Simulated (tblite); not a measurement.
**Geometry relaxation of C$_{4}$HF$_{2}$O$_{2}$ (part 2 of 2)**

Continued. System: C$_{4}$HF$_{2}$O$_{2}$, multiplicity 2. Method: GFN2-xTB geometry optimisation, gas phase (tblite 0.8.0). It belongs to a series of runs on one base structure; here: H removed from O.

Geometry of the input (Å):
```
O  3.1746  0.5271  -0.9796
C  2.2204  0.2919  -0.0033
O  2.6241  0.2081  1.1913
C  0.8224  0.1254  -0.2688
C  -0.3595  -0.0172  -0.4633
C  -1.8155  -0.2005  -0.7166
F  -2.5704  0.3316  0.3158
F  -1.9991  -1.5674  -0.8169
H  -2.0835  0.3070  -1.6528
```

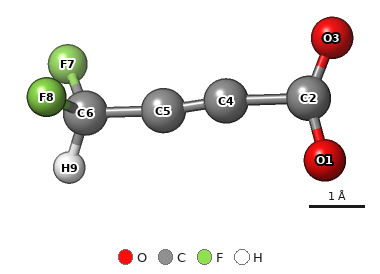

**Figure 1.** The geometry at step 32 of the log (ball-and-stick view, seen at a tilt; atoms are numbered from 1 in the order of the input).

### Trajectory as extended XYZ, continued
```
9
Properties=species:S:1:pos:R:3:forces:R:3 step=20 energy=-721.42919
O     2.8715    0.4911   -1.0226   -0.0180  -0.0030   0.0370
C     2.3518    0.3041    0.0554    0.0260  -0.0030  -0.0240
O     2.5713    0.2128    1.2330    0.0340   0.0150  -0.0100
C     0.8454    0.1200   -0.2317   -0.0790  -0.0230  -0.0150
C    -0.3077    0.0038   -0.5339   -0.0220   0.0270   0.0510
C    -1.7479   -0.2013   -0.7321    0.0160   0.0240  -0.0170
F    -2.4529    0.2947    0.3038    0.0410  -0.0260  -0.0040
F    -2.0225   -1.5181   -0.8099   -0.0230   0.0600  -0.0290
H    -2.0955    0.2988   -1.6560    0.0250  -0.0710   0.0110
9
Properties=species:S:1:pos:R:3:forces:R:3 step=21 energy=-721.42965
O     2.8696    0.4908   -1.0222   -0.0120   0.0010   0.0040
C     2.3514    0.3039    0.0562    0.0200  -0.0030  -0.0080
O     2.5739    0.2137    1.2330    0.0210   0.0110   0.0010
C     0.8443    0.1192   -0.2310   -0.0090  -0.0150   0.0060
C    -0.3082    0.0043   -0.5342   -0.0210   0.0240   0.0340
C    -1.7465   -0.2004   -0.7330   -0.0190   0.0010   0.0040
F    -2.4511    0.2934    0.3032    0.0170   0.0070   0.0290
F    -2.0239   -1.5157   -0.8107   -0.0140   0.0000  -0.0340
H    -2.0960    0.2967   -1.6554    0.0180  -0.0270  -0.0360
9
Properties=species:S:1:pos:R:3:forces:R:3 step=22 energy=-721.42981
O     2.8680    0.4907   -1.0223   -0.0100   0.0010  -0.0040
C     2.3515    0.3038    0.0568    0.0110  -0.0020   0.0000
O     2.5756    0.2143    1.2333    0.0150   0.0100  -0.0040
C     0.8436    0.1186   -0.2302    0.0070  -0.0130   0.0120
C    -0.3087    0.0048   -0.5344   -0.0010   0.0220   0.0310
C    -1.7464   -0.2002   -0.7334   -0.0240  -0.0040   0.0090
F    -2.4496    0.2933    0.3036    0.0040   0.0130   0.0320
F    -2.0244   -1.5150   -0.8116   -0.0140  -0.0160  -0.0310
H    -2.0960    0.2957   -1.6558    0.0120  -0.0110  -0.0440
9
Properties=species:S:1:pos:R:3:forces:R:3 step=23 energy=-721.43008
O     2.8649    0.4905   -1.0226   -0.0060   0.0000  -0.0150
C     2.3520    0.3034    0.0581   -0.0070   0.0010   0.0050
O     2.5792    0.2157    1.2338    0.0080   0.0060  -0.0060
C     0.8426    0.1172   -0.2286    0.0240  -0.0100   0.0190
C    -0.3096    0.0060   -0.5343    0.0190   0.0110   0.0210
C    -1.7468   -0.1998   -0.7340   -0.0180  -0.0070   0.0120
F    -2.4471    0.2934    0.3050   -0.0170   0.0140   0.0190
F    -2.0258   -1.5142   -0.8138   -0.0100  -0.0260  -0.0190
H    -2.0958    0.2937   -1.6576    0.0050   0.0110  -0.0360
9
Properties=species:S:1:pos:R:3:forces:R:3 step=24 energy=-721.43021
O     2.8630    0.4903   -1.0230   -0.0050   0.0000  -0.0170
C     2.3522    0.3033    0.0588   -0.0090   0.0030   0.0070
O     2.5817    0.2167    1.2340    0.0040   0.0050  -0.0090
C     0.8425    0.1161   -0.2272    0.0190  -0.0090   0.0180
C    -0.3098    0.0069   -0.5339    0.0160  -0.0010   0.0140
C    -1.7473   -0.1997   -0.7342   -0.0060  -0.0050   0.0070
F    -2.4460    0.2936    0.3060   -0.0220   0.0080   0.0010
F    -2.0269   -1.5141   -0.8154   -0.0040  -0.0160  -0.0080
H    -2.0959    0.2928   -1.6592    0.0060   0.0170  -0.0140
9
Properties=species:S:1:pos:R:3:forces:R:3 step=25 energy=-721.43027
O     2.8621    0.4903   -1.0233   -0.0070  -0.0010  -0.0110
C     2.3523    0.3033    0.0591   -0.0060   0.0040  -0.0030
O     2.5830    0.2172    1.2340    0.0060   0.0040  -0.0030
C     0.8428    0.1155   -0.2263    0.0060  -0.0090   0.0150
C    -0.3095    0.0074   -0.5333    0.0030  -0.0090   0.0110
C    -1.7476   -0.1997   -0.7342    0.0040  -0.0020   0.0010
F    -2.4461    0.2938    0.3064   -0.0180   0.0010  -0.0130
F    -2.0276   -1.5143   -0.8163    0.0020  -0.0020  -0.0010
H    -2.0958    0.2925   -1.6601    0.0110   0.0140   0.0050
9
Properties=species:S:1:pos:R:3:forces:R:3 step=26 energy=-721.43031
O     2.8616    0.4902   -1.0237   -0.0100  -0.0010  -0.0060
C     2.3523    0.3034    0.0591    0.0010   0.0030  -0.0050
O     2.5838    0.2176    1.2339    0.0060   0.0050  -0.0040
C     0.8431    0.1149   -0.2255   -0.0060  -0.0090   0.0110
C    -0.3093    0.0074   -0.5327   -0.0050  -0.0130   0.0100
C    -1.7477   -0.1997   -0.7341    0.0080   0.0010  -0.0020
F    -2.4466    0.2939    0.3064   -0.0140  -0.0040  -0.0200
F    -2.0280   -1.5144   -0.8168    0.0050   0.0070   0.0020
H    -2.0957    0.2927   -1.6606    0.0150   0.0100   0.0150
9
Properties=species:S:1:pos:R:3:forces:R:3 step=27 energy=-721.43040
O     2.8604    0.4901   -1.0246   -0.0160  -0.0010   0.0050
C     2.3523    0.3037    0.0591    0.0110   0.0010  -0.0190
O     2.5855    0.2184    1.2336    0.0090   0.0070   0.0020
C     0.8436    0.1136   -0.2238   -0.0240  -0.0080   0.0040
C    -0.3090    0.0073   -0.5311   -0.0170  -0.0170   0.0090
C    -1.7478   -0.1998   -0.7340    0.0120   0.0050  -0.0070
F    -2.4480    0.2939    0.3058   -0.0070  -0.0100  -0.0280
F    -2.0286   -1.5146   -0.8179    0.0100   0.0200   0.0050
H    -2.0948    0.2932   -1.6611    0.0210   0.0040   0.0280
9
Properties=species:S:1:pos:R:3:forces:R:3 step=28 energy=-721.43058
O     2.8572    0.4899   -1.0267   -0.0240  -0.0010   0.0200
C     2.3521    0.3042    0.0589    0.0280  -0.0050  -0.0230
O     2.5894    0.2205    1.2329    0.0090   0.0100  -0.0020
C     0.8441    0.1106   -0.2198   -0.0480  -0.0040  -0.0060
C    -0.3087    0.0066   -0.5277   -0.0270  -0.0230   0.0080
C    -1.7478   -0.1998   -0.7339    0.0150   0.0100  -0.0120
F    -2.4508    0.2941    0.3041    0.0030  -0.0180  -0.0340
F    -2.0296   -1.5146   -0.8200    0.0150   0.0350   0.0100
H    -2.0925    0.2945   -1.6618    0.0290  -0.0040   0.0390
9
Properties=species:S:1:pos:R:3:forces:R:3 step=29 energy=-721.43091
O     2.8503    0.4895   -1.0309   -0.0350  -0.0020   0.0440
C     2.3523    0.3049    0.0587    0.0420  -0.0140  -0.0430
O     2.5973    0.2249    1.2312    0.0130   0.0140   0.0040
C     0.8443    0.1046   -0.2117   -0.0700   0.0040  -0.0210
C    -0.3088    0.0048   -0.5208   -0.0310  -0.0280   0.0050
C    -1.7475   -0.1998   -0.7339    0.0160   0.0160  -0.0140
F    -2.4563    0.2942    0.3004    0.0110  -0.0260  -0.0330
F    -2.0311   -1.5141   -0.8243    0.0180   0.0470   0.0150
H    -2.0870    0.2971   -1.6628    0.0360  -0.0110   0.0440
9
Properties=species:S:1:pos:R:3:forces:R:3 step=30 energy=-721.43133
O     2.8396    0.4888   -1.0365   -0.0400  -0.0020   0.0560
C     2.3523    0.3056    0.0584    0.0490  -0.0220  -0.0290
O     2.6087    0.2312    1.2290    0.0070   0.0160  -0.0140
C     0.8436    0.0963   -0.2005   -0.0700   0.0150  -0.0300
C    -0.3095    0.0018   -0.5120   -0.0190  -0.0260   0.0020
C    -1.7469   -0.1997   -0.7341    0.0100   0.0170  -0.0100
F    -2.4628    0.2942    0.2952    0.0110  -0.0290  -0.0220
F    -2.0325   -1.5130   -0.8299    0.0140   0.0440   0.0160
H    -2.0788    0.3008   -1.6636    0.0370  -0.0120   0.0320
9
Properties=species:S:1:pos:R:3:forces:R:3 step=31 energy=-721.43167
O     2.8302    0.4883   -1.0409   -0.0310  -0.0030   0.0430
C     2.3527    0.3056    0.0581    0.0260  -0.0210  -0.0300
O     2.6172    0.2365    1.2268    0.0120   0.0120   0.0050
C     0.8421    0.0899   -0.1920   -0.0360   0.0230  -0.0280
C    -0.3107   -0.0012   -0.5045   -0.0030  -0.0170  -0.0030
C    -1.7462   -0.1993   -0.7343    0.0010   0.0110  -0.0010
F    -2.4679    0.2938    0.2907    0.0010  -0.0220  -0.0010
F    -2.0330   -1.5116   -0.8341    0.0030   0.0220   0.0110
H    -2.0708    0.3039   -1.6638    0.0280  -0.0040   0.0050
9
Properties=species:S:1:pos:R:3:forces:R:3 step=32 energy=-721.43181
O     2.8245    0.4879   -1.0423   -0.0150  -0.0030   0.0140
C     2.3524    0.3050    0.0587    0.0100  -0.0140   0.0110
O     2.6216    0.2390    1.2264    0.0040   0.0060  -0.0130
C     0.8408    0.0879   -0.1885   -0.0060   0.0230  -0.0190
C    -0.3112   -0.0028   -0.5035    0.0140  -0.0070  -0.0020
C    -1.7456   -0.1990   -0.7348   -0.0060   0.0030   0.0050
F    -2.4683    0.2935    0.2893   -0.0100  -0.0120   0.0120
F    -2.0329   -1.5106   -0.8355   -0.0070   0.0010   0.0050
H    -2.0676    0.3051   -1.6639    0.0170   0.0040  -0.0130
9
Properties=species:S:1:pos:R:3:forces:R:3 step=33 energy=-721.43186
O     2.8229    0.4878   -1.0423   -0.0040  -0.0040  -0.0030
C     2.3526    0.3045    0.0591   -0.0090  -0.0050   0.0020
O     2.6222    0.2395    1.2263    0.0110   0.0000   0.0100
C     0.8404    0.0881   -0.1884    0.0140   0.0200  -0.0120
C    -0.3113   -0.0033   -0.5036    0.0060  -0.0030  -0.0040
C    -1.7456   -0.1988   -0.7348   -0.0060  -0.0020   0.0070
F    -2.4682    0.2931    0.2893   -0.0130  -0.0060   0.0130
F    -2.0329   -1.5103   -0.8356   -0.0100  -0.0080   0.0010
H    -2.0666    0.3054   -1.6640    0.0110   0.0070  -0.0160
9
Properties=species:S:1:pos:R:3:forces:R:3 step=34 energy=-721.43191
O     2.8199    0.4874   -1.0426    0.0030  -0.0070  -0.0120
C     2.3524    0.3040    0.0601   -0.0140   0.0040   0.0180
O     2.6246    0.2406    1.2267    0.0070  -0.0040  -0.0020
C     0.8401    0.0883   -0.1876    0.0230   0.0170  -0.0050
C    -0.3111   -0.0040   -0.5046    0.0000   0.0000  -0.0010
C    -1.7455   -0.1986   -0.7351   -0.0040  -0.0050   0.0060
F    -2.4678    0.2927    0.2896   -0.0110  -0.0020   0.0080
F    -2.0333   -1.5100   -0.8359   -0.0110  -0.0100  -0.0020
H    -2.0658    0.3058   -1.6645    0.0070   0.0060  -0.0110
9
Properties=species:S:1:pos:R:3:forces:R:3 step=35 energy=-721.43196
O     2.8180    0.4870   -1.0429    0.0090  -0.0080  -0.0190
C     2.3524    0.3036    0.0607   -0.0160   0.0120   0.0150
O     2.6263    0.2413    1.2267    0.0080  -0.0070   0.0060
C     0.8403    0.0889   -0.1874    0.0230   0.0130   0.0000
C    -0.3108   -0.0046   -0.5044   -0.0150   0.0010  -0.0010
C    -1.7456   -0.1986   -0.7350    0.0000  -0.0070   0.0030
F    -2.4686    0.2921    0.2897   -0.0040   0.0000  -0.0010
F    -2.0340   -1.5099   -0.8362   -0.0090  -0.0060  -0.0050
H    -2.0644    0.3063   -1.6651    0.0050   0.0020   0.0020
9
Properties=species:S:1:pos:R:3:forces:R:3 step=36 energy=-721.43199
O     2.8162    0.4865   -1.0436    0.0060  -0.0090  -0.0100
C     2.3522    0.3037    0.0612   -0.0080   0.0150   0.0080
O     2.6284    0.2420    1.2266    0.0060  -0.0080   0.0030
C     0.8405    0.0890   -0.1867    0.0110   0.0100   0.0000
C    -0.3106   -0.0052   -0.5035   -0.0190   0.0010   0.0020
C    -1.7457   -0.1986   -0.7348    0.0030  -0.0060  -0.0010
F    -2.4699    0.2916    0.2893    0.0030   0.0010  -0.0080
F    -2.0348   -1.5098   -0.8369   -0.0060  -0.0020  -0.0060
H    -2.0628    0.3069   -1.6656    0.0040  -0.0020   0.0120
9
Properties=species:S:1:pos:R:3:forces:R:3 step=37 energy=-721.43202
O     2.8160    0.4860   -1.0441    0.0020  -0.0080  -0.0060
C     2.3522    0.3040    0.0611    0.0010   0.0110   0.0020
O     2.6294    0.2423    1.2262    0.0030  -0.0060   0.0040
C     0.8408    0.0895   -0.1867   -0.0020   0.0090   0.0000
C    -0.3108   -0.0056   -0.5018   -0.0160   0.0000   0.0040
C    -1.7458   -0.1988   -0.7344    0.0040  -0.0050  -0.0030
F    -2.4716    0.2911    0.2888    0.0080   0.0010  -0.0100
F    -2.0355   -1.5099   -0.8374   -0.0020   0.0010  -0.0060
H    -2.0611    0.3073   -1.6657    0.0020  -0.0040   0.0150
9
Properties=species:S:1:pos:R:3:forces:R:3 step=38 energy=-721.43205
O     2.8159    0.4855   -1.0446   -0.0040  -0.0070   0.0060
C     2.3522    0.3045    0.0611    0.0070   0.0040  -0.0080
O     2.6302    0.2423    1.2260    0.0010  -0.0020   0.0010
C     0.8410    0.0902   -0.1869   -0.0120   0.0090   0.0010
C    -0.3111   -0.0059   -0.5003   -0.0040  -0.0010   0.0060
C    -1.7459   -0.1991   -0.7341    0.0040  -0.0040  -0.0030
F    -2.4729    0.2908    0.2882    0.0080   0.0020  -0.0080
F    -2.0362   -1.5099   -0.8380    0.0000   0.0010  -0.0060
H    -2.0596    0.3076   -1.6655   -0.0010  -0.0040   0.0120
9
Properties=species:S:1:pos:R:3:forces:R:3 step=39 energy=-721.43206
O     2.8164    0.4850   -1.0447   -0.0040  -0.0040   0.0060
C     2.3523    0.3049    0.0610    0.0080  -0.0020  -0.0070
O     2.6302    0.2420    1.2259   -0.0020   0.0010  -0.0020
C     0.8409    0.0912   -0.1875   -0.0130   0.0090   0.0030
C    -0.3115   -0.0060   -0.4994    0.0060  -0.0010   0.0050
C    -1.7460   -0.1994   -0.7339    0.0020  -0.0030  -0.0020
F    -2.4734    0.2906    0.2879    0.0050   0.0020  -0.0030
F    -2.0365   -1.5100   -0.8382    0.0010  -0.0010  -0.0050
H    -2.0589    0.3076   -1.6651   -0.0040  -0.0010   0.0050
9
Properties=species:S:1:pos:R:3:forces:R:3 step=40 energy=-721.43207
O     2.8162    0.4846   -1.0448   -0.0030  -0.0030   0.0060
C     2.3524    0.3051    0.0611    0.0040  -0.0050  -0.0070
O     2.6304    0.2419    1.2260   -0.0020   0.0020  -0.0040
C     0.8407    0.0920   -0.1876   -0.0080   0.0090   0.0060
C    -0.3117   -0.0061   -0.4993    0.0110  -0.0020   0.0040
C    -1.7459   -0.1996   -0.7339    0.0000  -0.0010   0.0000
F    -2.4732    0.2906    0.2878    0.0020   0.0020   0.0010
F    -2.0367   -1.5101   -0.8385    0.0010  -0.0030  -0.0040
H    -2.0587    0.3076   -1.6648   -0.0050   0.0010  -0.0020
9
Properties=species:S:1:pos:R:3:forces:R:3 step=41 energy=-721.43208
O     2.8159    0.4842   -1.0448    0.0010  -0.0020   0.0000
C     2.3525    0.3051    0.0612    0.0000  -0.0050  -0.0010
O     2.6306    0.2419    1.2260   -0.0020   0.0020  -0.0040
C     0.8405    0.0929   -0.1874   -0.0010   0.0080   0.0080
C    -0.3117   -0.0062   -0.4993    0.0100  -0.0020   0.0020
C    -1.7458   -0.1998   -0.7340   -0.0010   0.0000   0.0010
F    -2.4729    0.2907    0.2877   -0.0020   0.0000   0.0040
F    -2.0368   -1.5102   -0.8388    0.0010  -0.0030  -0.0030
H    -2.0587    0.3076   -1.6646   -0.0050   0.0020  -0.0060
9
Properties=species:S:1:pos:R:3:forces:R:3 step=42 energy=-721.43210
O     2.8148    0.4836   -1.0450    0.0040  -0.0010  -0.0040
C     2.3524    0.3050    0.0615   -0.0040  -0.0030   0.0010
O     2.6315    0.2421    1.2260   -0.0020   0.0010  -0.0030
C     0.8402    0.0938   -0.1866    0.0040   0.0060   0.0100
C    -0.3116   -0.0066   -0.4993    0.0060  -0.0030   0.0000
C    -1.7457   -0.2001   -0.7342   -0.0020   0.0020   0.0010
F    -2.4724    0.2907    0.2876   -0.0040  -0.0020   0.0050
F    -2.0369   -1.5104   -0.8395    0.0010  -0.0010  -0.0010
H    -2.0588    0.3077   -1.6645   -0.0040   0.0020  -0.0080
9
Properties=species:S:1:pos:R:3:forces:R:3 step=43 energy=-721.43211
O     2.8138    0.4830   -1.0454    0.0070  -0.0020  -0.0080
C     2.3524    0.3050    0.0617   -0.0040   0.0000   0.0040
O     2.6325    0.2425    1.2259   -0.0010   0.0000  -0.0010
C     0.8400    0.0947   -0.1855    0.0050   0.0030   0.0090
C    -0.3115   -0.0070   -0.4991    0.0000  -0.0020  -0.0020
C    -1.7455   -0.2003   -0.7344   -0.0020   0.0040   0.0000
F    -2.4722    0.2907    0.2875   -0.0040  -0.0050   0.0040
F    -2.0371   -1.5105   -0.8402    0.0020   0.0020   0.0010
H    -2.0587    0.3079   -1.6646   -0.0020   0.0000  -0.0070
9
Properties=species:S:1:pos:R:3:forces:R:3 step=44 energy=-721.43211
O     2.8131    0.4825   -1.0457    0.0060  -0.0030  -0.0070
C     2.3523    0.3049    0.0617   -0.0020   0.0020   0.0020
O     2.6333    0.2428    1.2257    0.0000  -0.0010   0.0020
C     0.8399    0.0954   -0.1844    0.0010   0.0010   0.0060
C    -0.3113   -0.0074   -0.4987   -0.0050  -0.0010  -0.0030
C    -1.7455   -0.2003   -0.7345   -0.0010   0.0040  -0.0010
F    -2.4724    0.2906    0.2873   -0.0020  -0.0060   0.0020
F    -2.0373   -1.5105   -0.8408    0.0030   0.0040   0.0020
H    -2.0585    0.3081   -1.6647    0.0010  -0.0010  -0.0030
```

### Key numbers

```json
{"quantity": "outcome", "value": "converged"}
{"quantity": "total energy", "value": "−721.4321 eV"}
{"quantity": "hardware", "value": "1 CPU thread, shared host"}
{"quantity": "peak memory", "value": "0.18 GiB"}
```
